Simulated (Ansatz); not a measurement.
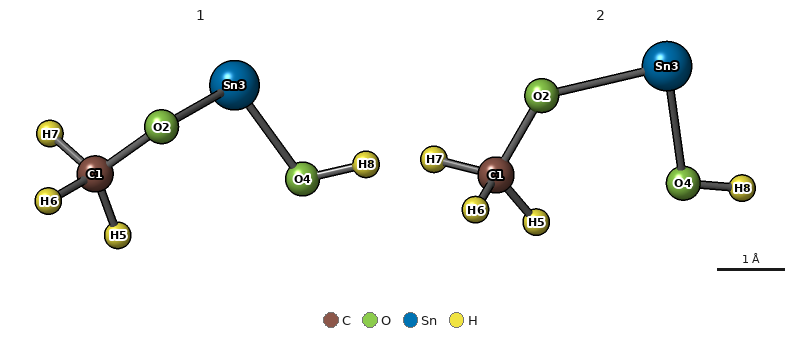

Two geometries of CH₄O₂Sn, drawn at one scale. One is the start of a relaxation, the other its converged end. The picture is a ball-and-stick view, seen at a tilt.

Method: Ansatz, RKS PBE-D4/def2-SVP. Settings: no spin polarisation; force threshold 0.015 eV/Å; at most 40 steps.

Which geometry has the lower energy?

Answer. Structure 2 is the relaxed one. The run prepares an end point of a later path (torsion) calculation, from a guessed geometry. The energy falls by 30.3 kcal/mol in 11 geometry steps. The largest force component goes from 4.2 to 0.012 eV/Å. The largest move after the best rigid fit is that of Sn3, 0.83 Å. By element the largest moves are Sn 0.83 Å, O 0.65 Å, H 0.60 Å, C 0.11 Å. Some distances before and after: Sn3–O4 1.900 → 2.039 Å, C1–O2 1.342 → 1.413 Å, C1–H6 1.174 → 1.116 Å, O4–H8 1.018 → 0.976 Å. Bond angles that change, for instance: C1–O2–Sn3 105.2° → 125.1°, O2–Sn3–O4 111.9° → 93.7°, Sn3–O4–H8 103.6° → 112.3°. Groups turn about O2–Sn3 by about 75°, Sn3–O4 by about 70°, C1–O2 by about 60°.
